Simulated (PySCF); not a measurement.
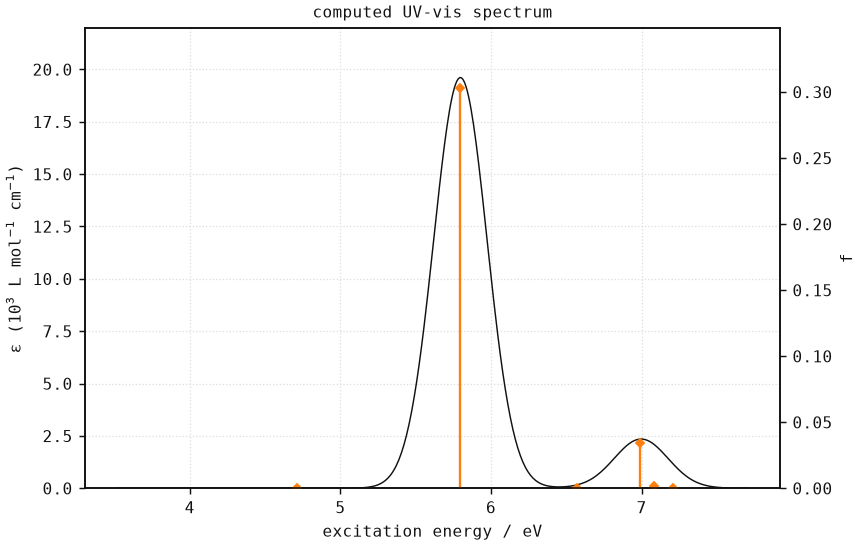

Vertical TDDFT excitations, PBE0/def2-SVPD with PySCF, at a GFN2-xTB geometry (no frequency check), gas phase. The lowest 6 singlet states are shown; each is broadened by a Gaussian of 1/e half-width 0.25 eV. Sticks give oscillator strengths (right axis).

> Which molecule gives this spectrum?
A. B₂NH₅, SMILES BNB
B. C₇H₆O, SMILES CC#CC1=CCC1=O
C. C₅H₆O₂, SMILES O=C(O)C1=CCC1

C. Its lowest singlet lies at 4.72 eV (f = 0.000) and the brightest of those computed is S2 at 5.80 eV (214 nm), f = 0.303, mainly HOMO → LUMO (96 %).

Note: the tight-binding geometry is rougher than a DFT one and adds to the error; one conformer of a flexible molecule; core orbitals are frozen in the response.
